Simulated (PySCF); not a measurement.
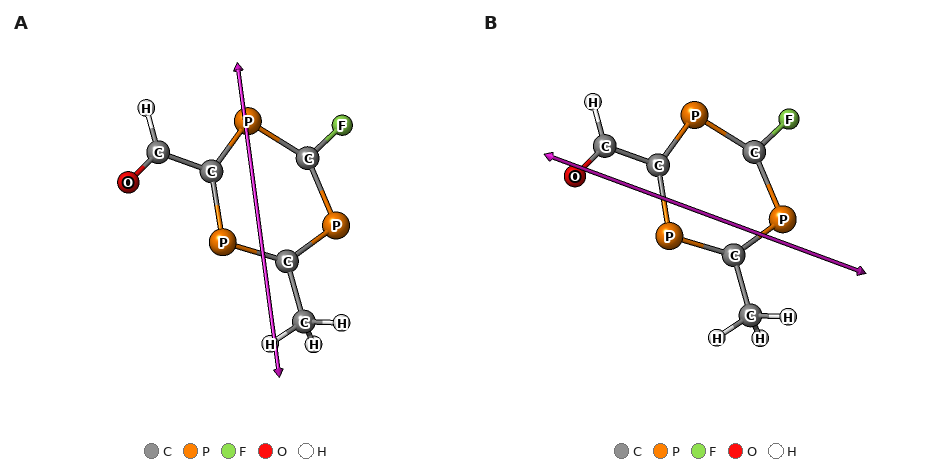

The double arrows show the directions of two transition dipoles from the ground state (lengths mean nothing). Computed geometry: GFN2-xTB optimisation. No frequency run is at hand to confirm it as a minimum. Method: TDDFT CAM-B3LYP/def2-SVPD, vertical, gas phase, core orbitals frozen in the response (PySCF 2.14.0).

Question. One belongs to singlet state 2 and one to singlet state 5. Which is which?

Answer. A: state 2, 3.31 eV (374 nm), oscillator strength 0.032, mainly HOMO → LUMO (weight 0.79).
B: state 5, 3.90 eV (318 nm), oscillator strength 0.064, mainly HOMO−2 → LUMO (weight 0.71).

The geometry is semi-empirical. Around P such bond lengths and angles can be off by a tenth of an ångström or more and by several degrees, and values that hang on the shape move with them.
